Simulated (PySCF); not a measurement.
# C3H12OSi2 (SMILES C[SiH2]CCO[SiH3]): what the fields show

```xyz
18

C    -3.1484   -0.2216   -0.0877
Si   -1.2702   -0.2805   -0.3823
C    -0.4127    0.4006    1.1819
C     1.0193    0.7502    0.8243
O     1.5153   -0.2378   -0.0361
Si    3.0334   -0.4735   -0.5459
H    -3.4376   -0.8051    0.7813
H    -3.6803   -0.6244   -0.9429
H    -3.5025    0.7933    0.0673
H    -0.9448    0.5729   -1.5326
H    -0.8669   -1.6668   -0.6311
H    -0.4139   -0.3610    1.9617
H    -0.9115    1.2792    1.5884
H     1.0524    1.7168    0.3056
H     1.6605    0.8267    1.7120
H     2.8256   -1.6620   -1.3548
H     3.5336    0.6787   -1.3048
H     3.9402   -0.6795    0.5898
```

Geometry: GFN2-xTB.

All numbers below come from CAM-B3LYP/def2-SVPD, SCF density, gas phase (PySCF 2.14.0).

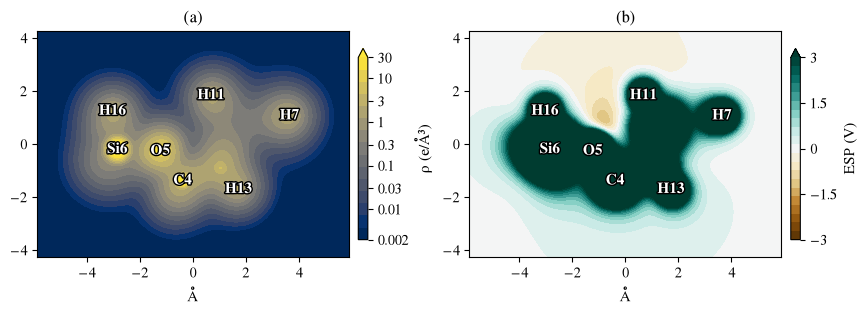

Figure 1. (a) total electron density; (b) electrostatic potential on the plane of atoms O5, Si6 and H16.

Interpret the plot.

Answer.
- The plane passes through C, O, Si and H nuclei.
- C–O (1.40 Å): ρ at the midpoint is about 2.1 e/Å³, with its minimum of 1.7 e/Å³ about 0.5 Å from C.
- Si–O (1.62 Å): ρ at the midpoint is about 1.2 e/Å³.
- Si–H (1.45 Å): ρ at the midpoint is about 0.82 e/Å³.
- Outside the dense part of the molecule the potential is most negative (−1.2 V) near O5.

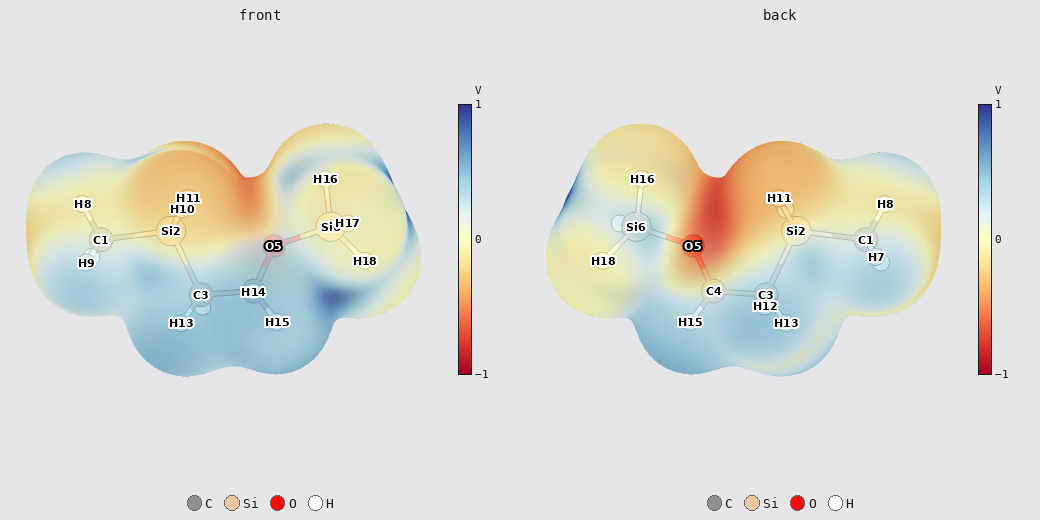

Figure 2. The electrostatic potential painted on the density surface at 0.001 e/bohr³, seen from the front and from behind; red is negative and blue positive.

Which sites attract a positive test charge, and which a negative one?

Answer. A positive charge is drawn to the negative regions and a negative charge to the positive ones. The most negative region (about −0.8 V) lies over O5 and H11, the most positive (about +0.9 V) over Si6.
